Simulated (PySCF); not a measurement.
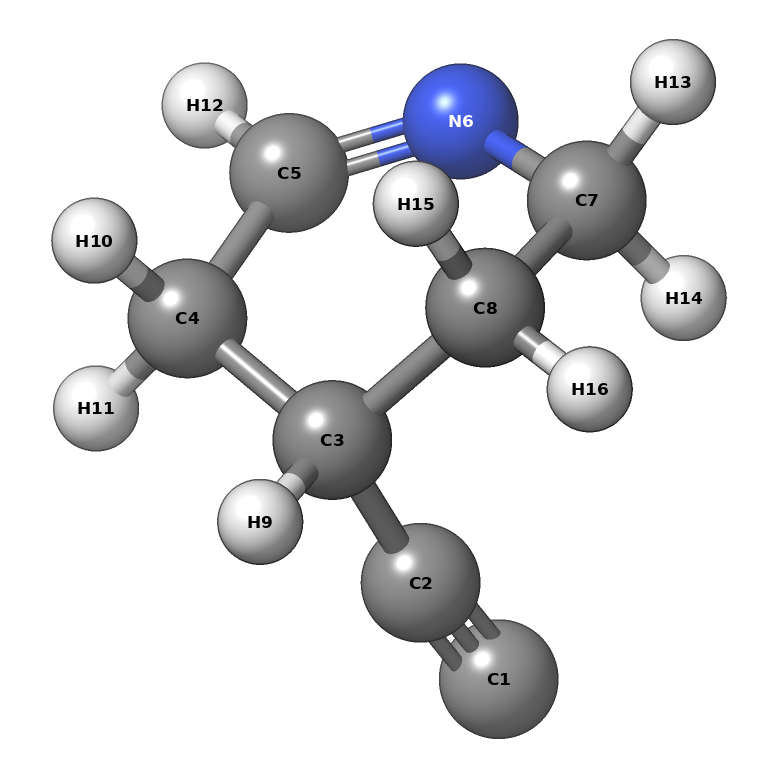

Charge 0, doublet. Computed geometry: GFN2-xTB optimisation. No frequency run is at hand to confirm it as a minimum. Computed with UKS B3LYP, pcH-1 on C H N, non-relativistic (PySCF 2.14.0). Fermi-contact and spin-dipolar terms alone, no spin-orbit part.

Which nucleus has the largest dipolar (anisotropic) hyperfine coupling?

Answer. 13C at C1: principal values −57.8, −53.1, 110.9 MHz.

List the isotropic and dipolar parts for the most strongly coupled nuclei, one of each equivalent set.

| atom | isotope | a_iso (MHz) | dipolar part (MHz) |
| --- | --- | --- | --- |
| C1 | 13C | 921.9 | −57.8, −53.1, 110.9 |
| C2 | 13C | 157.0 | −29.0, −21.2, 50.2 |
| C3 | 13C | 9.3 | −3.2, −3.0, 6.2 |
| H14 | 1H | 0.3 | −2.3, −2.0, 4.3 |
| H11 | 1H | 0.0 | −1.6, −1.2, 2.8 |
| H9 | 1H | 14.2 | −2.5, 0.2, 2.3 |
| H16 | 1H | 0.3 | −1.3, −1.0, 2.4 |
| H13 | 1H | 0.2 | −0.8, −0.6, 1.3 |
